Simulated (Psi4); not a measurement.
# C2H5AlO (SMILES [CH3][Al]1[CH2][O]1): HSE06/6-31G(d) (spherical functions)

What is the energy change on altering one bond length of C2H5AlO at HSE06/6-31G* (spherical functions)? 

The results are computed with Psi4 1.11.

### Step 1. Starting point

The species is C2H5AlO (9 atoms), meant as a singlet with charge 0. As SMILES, `[CH3][Al]1[CH2][O]1`. Geometry: relaxed at PBE0-D4/def2-TZVP.

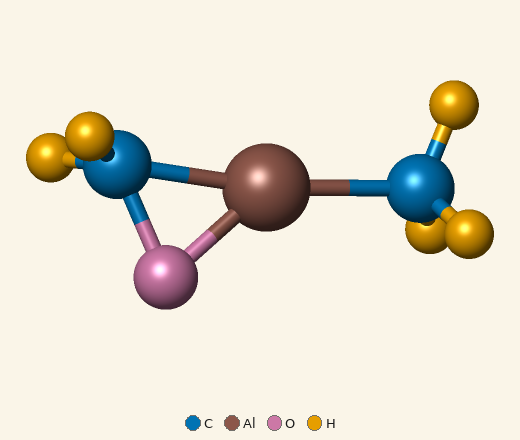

The structure, seen from a chosen angle (carbon blue, aluminium brown, oxygen pink, hydrogen amber).

### Step 2. Energy and gradient at HSE06/6-31G(d) (spherical functions)

Input file job.py:

```python
import psi4

psi4.set_memory('2200 MB')
psi4.set_num_threads(1)
psi4.set_output_file('psi4.out', False)

mol = psi4.geometry("""
C     -0.670900     1.320200    -1.081500
Al     0.051300    -0.076700     0.044200
C      0.678700    -1.280200     1.349300
O      0.789300    -1.609500    -0.097900
H      0.039700     1.575000    -1.872100
H     -0.900200     2.226000    -0.517500
H     -1.591200     0.976800    -1.562100
H      0.038500    -1.980500     1.887700
H      1.653200    -1.197400     1.832800
symmetry c1
no_reorient
no_com
""")

psi4.set_options({
    'basis': '6-31G*',
    'reference': 'rks',
    'puream': True,
    'e_convergence': 1e-09,
    'd_convergence': 1e-08,
    'scf_type': 'pk',
    'dft_radial_points': 99,
    'dft_spherical_points': 590,
})

result = psi4.gradient("hse06")
print('gradient / Eh bohr^-1')
print(result.np.round(6))
```

Command:

```console
$ python job.py
```

psi4.out:

```text
[...]
  Running in c1 symmetry.
[...]
  Nuclear repulsion =  145.500629802387095
[...]
  Multiplicity = 1
[...]
  Nalpha       = 19
  Nbeta        = 19
[...]
    Number of basis functions: 70
[...]
   @RKS iter   1:  -396.10123963955368   -2.54793e-01   1.35337e-02 ADIIS/DIIS
[...]
   @RKS iter  12:  -396.56156555686619    3.80851e-12   8.13404e-09 DIIS
[...]
    Orbital Energies [Eh]
    ---------------------
    Doubly Occupied:
       1A    -56.133029     2A    -19.163303     3A    -10.223512
       4A    -10.211472     5A     -4.157645     6A     -2.691109
       7A     -2.686003     8A     -2.683518     9A     -0.958571
      10A     -0.706477    11A     -0.613813    12A     -0.417703
      13A     -0.414985    14A     -0.412562    15A     -0.407704
      16A     -0.373306    17A     -0.317357    18A     -0.250268
      19A     -0.206843
[...]
  @RKS Final Energy:  -396.56156555686619
   => Energetics <=
    Nuclear Repulsion Energy =            145.5006298023870954
    One-Electron Energy =                -836.0200404190329664
    Two-Electron Energy =                 324.6621596486277213
    DFT Exchange-Correlation Energy =     -30.7043145888480034
    Empirical Dispersion Energy =           0.0000000000000000
    VV10 Nonlocal Energy =                  0.0000000000000000
    Total Energy =                       -396.5615655568661850
[...]
 Multipole Moments:
 ------------------------------------------------------------------------------------
     Multipole            Electronic (a.u.)      Nuclear  (a.u.)        Total (a.u.)
 ------------------------------------------------------------------------------------
 L = 1.  Multiply by 2.5417464519 to convert [e a0] to [Debye]
 Dipole X            :        -12.3905007           11.8449923           -0.5455084
 Dipole Y            :         23.8535687          -22.7394524            1.1141162
 Dipole Z            :         -2.2953420            2.2053104           -0.0900316
 Magnitude           :                                                    1.2437605
[...]
  -Total Gradient:
     Atom            X                  Y                   Z
    ------   -----------------  -----------------  -----------------
       1        0.000264437254    -0.000394769869     0.001056824822
       2        0.004302419128    -0.009033546231     0.000317545989
       3       -0.001241912241     0.002434626045    -0.001519492329
       4       -0.003719906880     0.007666689628    -0.000122406777
       5       -0.000748114059    -0.000791194618     0.001503609427
       6        0.000375579529    -0.001536595285    -0.000826403823
       7        0.001526142163     0.000114866111     0.001068856730
       8        0.000739791911     0.001300477262    -0.000775265017
       9       -0.001479186329     0.000196227461    -0.000689066352
[...]
```

On the terminal:

```text
gradient / Eh bohr^-1
[[ 0.000264 -0.000395  0.001057]
 [ 0.004302 -0.009034  0.000318]
 [-0.001242  0.002435 -0.001519]
 [-0.00372   0.007667 -0.000122]
 [-0.000748 -0.000791  0.001504]
 [ 0.000376 -0.001537 -0.000826]
 [ 0.001526  0.000115  0.001069]
 [ 0.00074   0.0013   -0.000775]
 [-0.001479  0.000196 -0.000689]]
```

Wall time 65 s (1 thread of AMD EPYC 7R43 (Zen 3), shared host); peak memory 1.1 GiB.

### Step 3. The distorted shape, same level

Input file input.json:

```json
{
 "schema_name": "qcschema_input",
 "schema_version": 1,
 "molecule": {
  "schema_name": "qcschema_molecule",
  "schema_version": 2,
  "symbols": ["C", "Al", "C", "O", "H", "H", "H", "H", "H"],
  "geometry": [-1.05115827, 1.6389538, -2.57664535, 0.31360194, -1.00080462, -0.44938065, 1.49921611, -3.27509002, 2.01690091, 1.70821982, -3.89737683, -0.71791073, 0.29168112, 2.12045602, -4.07066282, -1.70113146, 4.20653035, -0.97793327, -2.79027322, 0.99002185, -3.48484773, 0.28941345, -4.59846522, 3.03432946, 3.34075422, -3.11862069, 2.93058349],
  "molecular_charge": 0,
  "molecular_multiplicity": 1,
  "fix_symmetry": "c1"
 },
 "driver": "gradient",
 "model": {
  "method": "hse06",
  "basis": "6-31G*"
 },
 "keywords": {
  "reference": "rks",
  "puream": true,
  "e_convergence": 1e-09,
  "d_convergence": 1e-08,
  "scf_type": "pk",
  "dft_radial_points": 99,
  "dft_spherical_points": 590,
  "scf_properties": ["MAYER_INDICES", "LOWDIN_CHARGES", "WIBERG_LOWDIN_INDICES"]
 }
}
```

Command:

```console
$ psi4 --qcschema input.json -n 1 --memory 2200MB
```

stdout:

```text
[...]
  Running in c1 symmetry.
[...]
  Nuclear repulsion =  143.873077733336231
[...]
  Multiplicity = 1
[...]
  Nalpha       = 19
  Nbeta        = 19
[...]
    Number of basis functions: 70
[...]
   @RKS iter   1:  -395.98437235224458   -3.01528e-01   1.37037e-02 ADIIS/DIIS
[...]
   @RKS iter  13:  -396.48523587185781    3.41061e-13   1.66145e-09 DIIS
[...]
    Orbital Energies [Eh]
    ---------------------
    Doubly Occupied:
       1A    -56.137613     2A    -19.165901     3A    -10.255237
       4A    -10.224533     5A     -4.161806     6A     -2.695334
       7A     -2.690082     8A     -2.687781     9A     -0.960896
      10A     -0.687391    11A     -0.615146    12A     -0.422782
      13A     -0.416189    14A     -0.410311    15A     -0.376646
      16A     -0.352578    17A     -0.312103    18A     -0.252431
      19A     -0.208252
[...]
  @RKS Final Energy:  -396.48523587185781
   => Energetics <=
    Nuclear Repulsion Energy =            143.8730777333362312
    One-Electron Energy =                -832.6738171749443609
    Two-Electron Energy =                 322.9196543199966527
    DFT Exchange-Correlation Energy =     -30.6041507502463190
    Empirical Dispersion Energy =           0.0000000000000000
    VV10 Nonlocal Energy =                  0.0000000000000000
    Total Energy =                       -396.4852358718578103
[...]
 Multipole Moments:
 ------------------------------------------------------------------------------------
     Multipole            Electronic (a.u.)      Nuclear  (a.u.)        Total (a.u.)
 ------------------------------------------------------------------------------------
 L = 1.  Multiply by 2.5417464519 to convert [e a0] to [Debye]
 Dipole X            :          1.0467046           -1.5548945           -0.5081899
 Dipole Y            :         -2.3307189            3.3085794            0.9778605
 Dipole Z            :         -0.0167004           -0.1449940           -0.1616943
 Magnitude           :                                                    1.1138282
[...]
  -Total Gradient:
     Atom            X                  Y                   Z
    ------   -----------------  -----------------  -----------------
       1        0.014022951863    -0.057059655141    -0.037699802577
       2        0.004803445914    -0.012945837003    -0.005304866350
       3       -0.000496731854     0.001224900397    -0.002228779263
       4       -0.003759959534     0.007816378508     0.002147250986
       5        0.000733479286    -0.009545307268    -0.001884991750
       6       -0.019262380756     0.076810693623     0.048967203017
       7        0.004846800740    -0.008047869589    -0.002730838494
       8        0.000629983133     0.001403880614    -0.000664488328
       9       -0.001498368228     0.000322541326    -0.000578227845
[...]
```

Wall time 62 s (1 thread of AMD EPYC 7R43 (Zen 3), shared host); peak memory 1.1 GiB.

### Step 4. Summary of results

Level: HSE06/6-31G* (spherical functions).

| quantity | value |
| --- | --- |
| first shape: total energy | -396.56157 Eh |
| first shape: dipole moment | 3.16 D |
| first shape: HOMO energy | -5.63 eV |
| first shape: LUMO energy | -0.75 eV |
| first shape: HOMO–LUMO gap | 4.88 eV |
| first shape: largest force on an atom | 0.515 eV/Å |
| distorted shape: total energy | -396.48524 Eh |
| distorted shape: dipole moment | 2.83 D |
| distorted shape: HOMO energy | -5.67 eV |
| distorted shape: LUMO energy | -1.35 eV |
| distorted shape: HOMO–LUMO gap | 4.32 eV |
| distorted shape: largest force on an atom | 4.788 eV/Å |
| energy change with the C1–H6 bond stretched from 1.091 to 1.637 Å | 2.077 eV |

In words: With the C1–H6 bond stretched from 1.091 to 1.637 Å the energy rises by 2.08 eV (200 kJ/mol). The first shape isn't relaxed at this level, so the change isn't measured from a minimum. The largest force (first shape) is 0.51 eV/Å: the shape isn't a stationary point for this species at this level.
